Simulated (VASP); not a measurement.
Band structure of BaZrO₃ (cubic perovskite). Method: LDA (Ceperley-Alder, Perdew-Zunger), VASP's LDA PAW potentials (set 64) (plane waves; VASP).

Unless said otherwise, spin-orbit coupling is left out, though it shifts the bands of the heavy elements here.

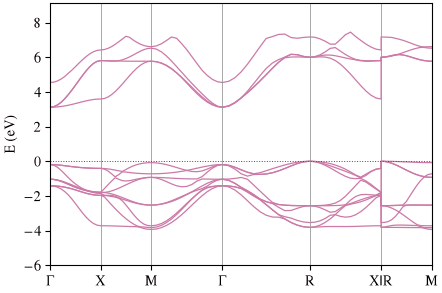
Fig. 1. Bands along high-symmetry lines, zero at the valence-band maximum or, without a gap, the Fermi level

Q: Read the plot: is there a gap, and where are the band edges?

A: The gap is indirect, 3.11 eV, from the valence maximum at R to the conduction minimum at Γ. (Edges off the drawn lines would not show.)

The compound is BaZrO3 in the cubic perovskite structure. It was relaxed first.
